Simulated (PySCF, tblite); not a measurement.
# C4H6BO5−: geometry, infrared bands and NMR shifts

Aim: predict the infrared bands and NMR shifts of C4H6BO5− (`CO[B-]1(C)OC(=O)C(=O)O1`).

Programs: tblite 0.8.0 and PySCF 2.14.0, with density-fitted response routines of our own. Each step states its level of theory. These are calculated values for one molecule in the gas phase, unless marked as measured. Atoms are numbered from 0 throughout.

### 1 The molecule as given

16 atoms, charge -1, multiplicity 1; geometry from: force field or distance geometry start.

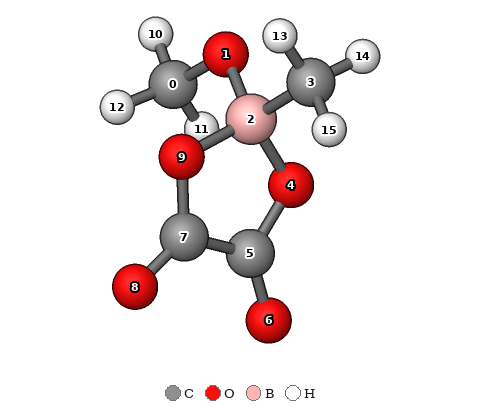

The starting geometry (carbon grey, oxygen red, boron pink, hydrogen white), atoms numbered; sticks join atoms by distance.

### 2 Optimising the geometry with GFN2-xTB

What the job is given:

```
{"job": {"kind": "relax", "xc": "GFN2-xTB", "basis": "xTB"}, "charge": -1, "multiplicity": 1}
C     -1.810600    -1.129300     0.259600
O     -1.606400     0.213800    -0.146300
B     -0.134800     0.534300    -0.168600
C      0.048900     2.068600    -0.635600
O      0.607700    -0.375300    -1.105900
C      1.591100    -1.007700    -0.380800
O      2.415900    -1.829200    -0.863600
C      1.541200    -0.583000     1.003300
O      2.296800    -0.988400     1.924000
O      0.503200     0.321900     1.179100
H     -2.915500    -1.315600     0.267300
H     -1.374600    -1.851000    -0.456600
H     -1.453500    -1.313500     1.302500
H     -0.457100     2.734100     0.089100
H     -0.387900     2.216900    -1.635800
H      1.128100     2.312300    -0.643000
```

On the command line:

```
> OMP_NUM_THREADS=1 python probes_run.py task.json out
```

The driver reads the jobs from task.json and runs them one after another.

The log of the run:

```text
step      E/eV     max force
  0    -912.38110    4.299
  1    -912.84104    3.509
  2    -912.94074    1.882
  3    -912.99541    0.505
  4    -913.00904    0.229
  5    -913.01704    0.256
  6    -913.02252    0.200
  7    -913.02710    0.172
  8    -913.02963    0.199
  9    -913.03122    0.123
 10    -913.03237    0.089
 11    -913.03316    0.072
 12    -913.03349    0.045
 13    -913.03389    0.075
 14    -913.03440    0.083
 15    -913.03495    0.054
 16    -913.03532    0.038
 17    -913.03554    0.032
 18    -913.03569    0.037
 19    -913.03582    0.026
 20    -913.03591    0.020
 21    -913.03597    0.019
 22    -913.03604    0.032
 23    -913.03613    0.038
 24    -913.03622    0.030
 25    -913.03631    0.025
 26    -913.03639    0.031
 27    -913.03646    0.033
 28    -913.03653    0.033
 29    -913.03661    0.027
 30    -913.03668    0.019
 31    -913.03674    0.020
 32    -913.03679    0.017
 33    -913.03682    0.011
 34    -913.03683    0.009
```

Wall time 0.34 s (1 thread of Arm Neoverse N1, shared host); peak memory 0.18 GiB.

Step by step: (not every step is listed)

```tsv
step	energy from step 0 (eV)	largest force (eV/Å)
0	0.0000	4.2989
1	-0.4599	3.5086
2	-0.5596	1.8820
3	-0.6143	0.5054
4	-0.6279	0.2287
5	-0.6359	0.2559
6	-0.6414	0.2001
7	-0.6460	0.1719
8	-0.6485	0.1985
10	-0.6513	0.0887
12	-0.6524	0.0450
14	-0.6533	0.0827
16	-0.6542	0.0381
18	-0.6546	0.0368
20	-0.6548	0.0202
22	-0.6549	0.0318
24	-0.6551	0.0304
26	-0.6553	0.0311
28	-0.6554	0.0328
29	-0.6555	0.0271
30	-0.6556	0.0194
31	-0.6556	0.0198
32	-0.6557	0.0173
33	-0.6557	0.0109
34	-0.6557	0.0087
```

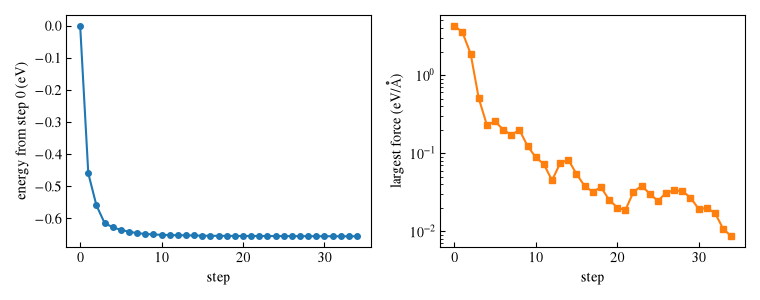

Energy and force, step by step.

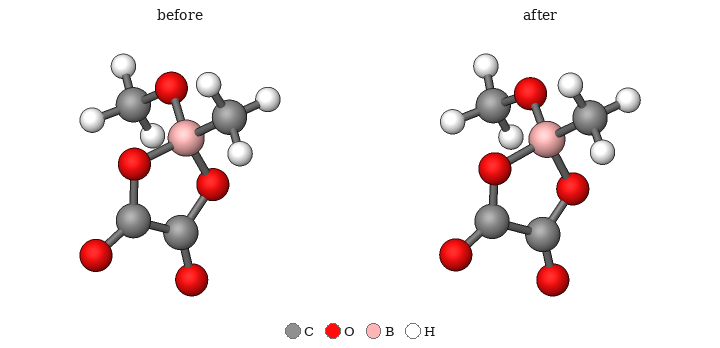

Before and after, at one scale.

Distances of close pairs at the start and the end, largest changes first:

```tsv
bond	before (Å)	after (Å)	change (Å)
C5–C7	1.449	1.545	+0.096
C7–O9	1.388	1.297	-0.091
O4–C5	1.376	1.297	-0.078
O1–B2	1.506	1.437	-0.069
C5–O6	1.260	1.215	-0.045
C7–O8	1.258	1.215	-0.043
B2–O4	1.502	1.545	+0.042
B2–O9	1.506	1.545	+0.039
```

The final coordinates are the input of the step that follows.

### 3 Harmonic vibrations with GFN2-xTB

What the job is given:

```
{"job": {"kind": "ir", "xc": "GFN2-xTB", "basis": "xTB"}, "charge": -1, "multiplicity": 1}
C     -1.830341    -1.143908     0.266542
O     -1.519862     0.163718    -0.118286
B     -0.134098     0.542058    -0.171474
C      0.037236     2.089281    -0.633869
O      0.673384    -0.400535    -1.091040
C      1.593731    -1.028059    -0.425971
O      2.379904    -1.832039    -0.885641
C      1.527978    -0.579626     1.051084
O      2.254291    -0.973278     1.941711
O      0.572628     0.288842     1.178513
H     -2.919667    -1.242394     0.245552
H     -1.391723    -1.882217    -0.418195
H     -1.471889    -1.363036     1.281357
H     -0.470473     2.751469     0.061169
H     -0.393826     2.240679    -1.619055
H      1.085128     2.377988    -0.673807
```

The log of the run:

```text
mode    cm-1     km/mol
  1      58.3      3.17
  2      74.1      3.01
  3      94.1      0.01
  4     100.1      1.39
  5     147.7      3.51
  6     188.5      2.67
  7     255.9      0.14
  8     300.1      0.39
  9     319.7      8.19
 10     321.0      3.28
 11     430.2     60.01
 12     486.5      8.78
 13     509.5     40.88
 14     517.5      9.87
 15     610.3      4.67
 16     644.4     26.81
 17     749.6    148.52
 18     765.0     86.51
 19     778.9      0.03
 20     858.7      4.87
 21     899.3    109.80
 22     970.7    313.99
 23    1029.2     88.72
 24    1090.2    215.95
 25    1136.7      1.11
 26    1170.3     24.66
 27    1228.6    158.14
 28    1318.9    278.81
 29    1363.7      6.06
 30    1407.3      3.49
 31    1488.4      0.03
 32    1503.9      0.23
 33    1507.6      0.05
 34    1510.3      0.00
 35    1723.5    170.32
 36    1781.7    968.19
 37    2865.8     75.92
 38    2890.0     61.33
 39    2939.7     85.87
 40    3022.8     67.40
 41    3041.2     70.69
 42    3045.0     39.89
```

Run time: 0.85 s. Hardware: 1 thread of Arm Neoverse N1, shared host; peak memory 0.18 GiB.

The strongest bands and the atoms that carry them (share of the mass-weighted mode):

```tsv
cm⁻¹	km/mol	atoms
750	148.5	O9 25 %, O4 25 %, O6 11 %, O8 11 %
899	109.8	H14 28 %, H13 28 %, C3 18 %, B2 18 %
971	314.0	B2 48 %, H15 14 %, C3 14 %
1090	215.9	O1 47 %, C0 35 %, B2 12 %
1229	158.1	C5 24 %, C7 24 %, O4 21 %, O9 21 %
1319	278.8	C7 29 %, C5 29 %, O9 18 %, O4 18 %
1724	170.3	C5 33 %, C7 33 %, O6 16 %, O8 16 %
1782	968.2	C7 33 %, C5 33 %, O8 16 %, O6 16 %
```

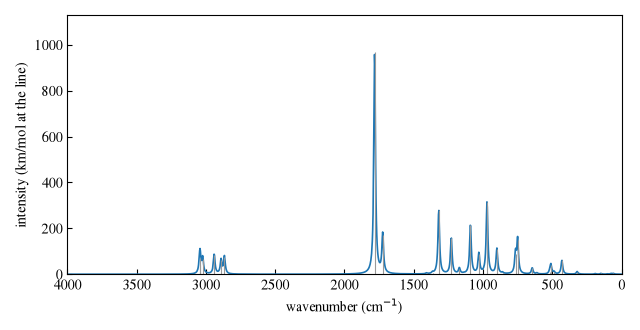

The infrared spectrum from these modes, unscaled. Lines are broadened to a width of 14 cm⁻¹ (Lorentzian).

### 4 Nuclear shieldings: PBE0/pcSseg-1

Same as in step 3 but for these lines:

```diff
@@ -1,2 +1,2 @@
-{"job": {"kind": "ir", "xc": "GFN2-xTB", "basis": "xTB"}, "charge": -1, "multiplicity": 1}
+{"job": {"kind": "nmr", "xc": "PBE0", "basis": "pcSseg-1"}, "charge": -1, "multiplicity": 1}
 C     -1.830341    -1.143908     0.266542
```

Method: GIAO PBE0/pcSseg-1 NMR shielding, non-relativistic, gas phase.

The log of the run:

```text
coarse grid: 14584 points
cycle   1  E = -556.0785811558  dE =  1.825e+00  |g| = 1.450e+00  |ddm| = 3.638e+00
cycle   2  E = -555.2266171899  dE =  8.520e-01  |g| = 2.647e+00  |ddm| = 2.975e+00
cycle   3  E = -556.4332094021  dE = -1.207e+00  |g| = 4.066e-01  |ddm| = 2.071e+00
cycle   4  E = -556.4609916235  dE = -2.778e-02  |g| = 1.745e-01  |ddm| = 4.126e-01
cycle   5  E = -556.4661592579  dE = -5.168e-03  |g| = 3.706e-02  |ddm| = 1.328e-01
cycle   6  E = -556.4664478348  dE = -2.886e-04  |g| = 8.040e-03  |ddm| = 2.986e-02
cycle   7  E = -556.4664599319  dE = -1.210e-05  |g| = 2.741e-03  |ddm| = 6.743e-03
cycle   8  E = -556.4664612471  dE = -1.315e-06  |g| = 7.053e-04  |ddm| = 2.413e-03
final grid: 144312 points
cycle   9  E = -556.5724337518  dE = -3.403e-05  |g| = 1.665e-02  |ddm| = 2.631e-02
cycle  10  E = -556.5723634394  dE =  7.031e-05  |g| = 2.603e-02  |ddm| = 2.537e-02
cycle  11  E = -556.5724794125  dE = -1.160e-04  |g| = 3.527e-03  |ddm| = 1.665e-02
cycle  12  E = -556.5724817132  dE = -2.301e-06  |g| = 6.216e-04  |ddm| = 2.438e-03
cycle  13  E = -556.5724817811  dE = -6.791e-08  |g| = 1.704e-04  |ddm| = 5.918e-04
cycle  14  E = -556.5724817878  dE = -6.634e-09  |g| = 3.407e-05  |ddm| = 1.599e-04
cycle  15  E = -556.5724817880  dE = -1.951e-10  |g| = 1.409e-05  |ddm| = 3.230e-05
converged SCF energy = -556.5724817880

GIAO shielding tensors (ppm)
atom      isotropic    diamagn.    paramagn.     s11        s22        s33       span
  0 C      136.839     243.538    -106.700    111.703    115.459    183.355     71.653
  1 O      301.077     394.549     -93.472    255.397    322.246    325.587     70.191
  2 B       95.459     186.024     -90.565     88.125     89.531    108.721     20.597
  3 C      181.396     252.844     -71.448    171.814    180.839    191.533     19.719
  4 O       69.702     404.658    -334.956   -151.907    130.654    230.357    382.264
  5 C       17.873     250.173    -232.301    -69.367     59.254     63.731    133.098
  6 O      -54.908     398.268    -453.177   -293.227   -203.054    331.556    624.783
  7 C       17.879     250.166    -232.287    -69.353     59.263     63.728    133.081
  8 O      -54.940     398.272    -453.212   -293.204   -203.158    331.543    624.747
  9 O       69.684     404.664    -334.979   -151.918    130.574    230.397    382.315
 10 H       28.528      28.701      -0.173     24.043     26.366     35.173     11.131
 11 H       28.348      30.169      -1.821     23.928     27.033     34.082     10.154
 12 H       28.347      30.166      -1.819     23.929     27.024     34.089     10.161
 13 H       32.101      31.832       0.270     28.532     29.916     37.857      9.325
 14 H       32.101      31.830       0.271     28.532     29.915     37.855      9.323
 15 H       32.650      32.015       0.635     28.909     30.918     38.124      9.215
```

Wall time 60 s (1 thread of Arm Neoverse N1, shared host); peak memory 0.91 GiB.

The references, computed at this level on geometries of the same kind, shield at (ppm): ¹H TMS 31.72, ¹³C TMS 186.9, ¹⁷O H2O 336.1, ¹¹B BF3·OEt2 100.1. Their shielding less the atom's gives the shift. The references are single molecules in the gas phase, so shifts against H2O, NH3, PH3, H3PO4 or CFCl3 are not on the usual liquid scales and can be off by tens of ppm. Atoms listed in one row are averaged.

```tsv
atoms	environment	σ (ppm)	δ (ppm)
C5, C7	carbonyl carbon	17.9	169.0
C0	methyl carbon bonded to O	136.8	50.1
C3	methyl carbon bonded to B	181.4	5.5
H10, H11, H12	hydrogen on a methyl carbon bonded to O	28.41	3.31
H13, H14, H15	hydrogen on a methyl carbon bonded to B	32.28	-0.57
O6, O8	carbonyl oxygen	-54.9	391.0
O4, O9	oxygen bonded to C, B, in a 5-membered ring	69.7	266.4
O1	oxygen bonded to C, B	301.1	35.0
B2	boron bonded to C, 3 O, in a 5-membered ring	95.5	4.6
```

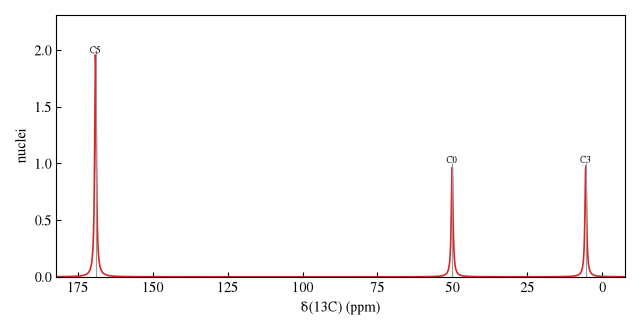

¹³C lines at the computed shifts, without couplings. Lines are broadened to a width of 0.65 ppm (Lorentzian).

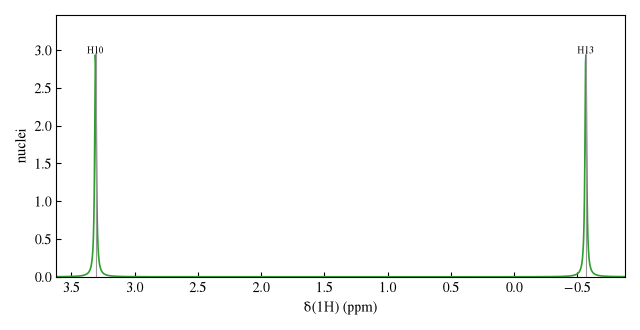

¹H lines at the computed shifts, without couplings. Lines are broadened to a width of 0.02 ppm (Lorentzian).

Charges from the same density, by scheme (e):

```tsv
atoms	Mulliken	IAO	Hirshfeld	ESP fit
C0	-0.03	-0.19	-0.06	-0.17
O1	-0.56	-0.48	-0.24	-0.49
B2	0.71	0.47	0.17	0.86
C3	-0.50	-0.58	-0.24	-0.92
O4, O9	-0.49	-0.42	-0.19	-0.50
C5, C7	0.37	0.45	0.16	0.57
O6, O8	-0.44	-0.50	-0.33	-0.59
```

Mulliken charges:

C0 -0.03; O1 -0.56; B2 0.71; C3 -0.50; O4 -0.49; C5 0.37; O6 -0.44; C7 0.37; O8 -0.44; O9 -0.49; H10 0.08; H11 0.08; H12 0.08; H13 0.09; H14 0.09; H15 0.08

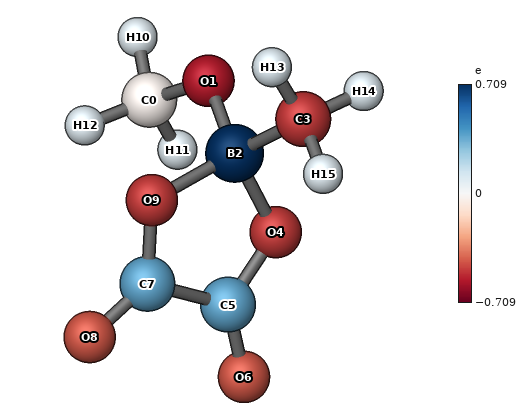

Mulliken charges, as colours on the atoms.

Mayer bond orders: C0–O1 0.96, O1–B2 1.01, B2–C3 0.95, B2–O4 0.71, O4–C5 1.21, C5–O6 1.96, C5–C7 0.92, C7–O8 1.96, C7–O9 1.21, O9–B2 0.71.

Ring of atoms B2, O4, C5, C7, O9: NICS(0) -2.4, NICS(1) -2.8, NICS(1)zz -3.8 ppm (means of both faces).

### 5 Results

```
                                                               quantity                   value
                              strongest single infrared mode (GFN2-xTB)   1782 cm⁻¹, 968 km/mol
                                           zero-point energy (GFN2-xTB)           67.4 kcal/mol
¹³C shifts against TMS (PBE0/pcSseg-1, means over atoms taken as alike)    169.0, 50.1, 5.5 ppm
 ¹H shifts against TMS (PBE0/pcSseg-1, means over atoms taken as alike)         3.31, -0.57 ppm
¹⁷O shifts against H2O (PBE0/pcSseg-1, means over atoms taken as alike)  391.0, 266.4, 35.0 ppm
                            ¹¹B shifts against BF3·OEt2 (PBE0/pcSseg-1)                 4.6 ppm
```

What this shows: Relaxing lowered the energy by 0.656 eV in 34 steps; the close pair that moved most is C5–C7, from 1.449 to 1.545 Å. No mode is imaginary among the 42: a minimum at this level. The strongest single mode, at 1782 cm⁻¹, is carried by C7, C5, O8, O6. Unscaled tight-binding wavenumbers are off by several per cent, some by more. Its intensities can rank the bands wrongly. The most deshielded hydrogen is H10, H11, H12 (mean) (hydrogen on a methyl carbon bonded to O), at 3.31 ppm: its carbon carries O, an electronegative neighbour. At PBE0/pcSseg-1: Shielding is most anisotropic at O6, O8 (span 625 ppm, paramagnetic term -453 ppm).
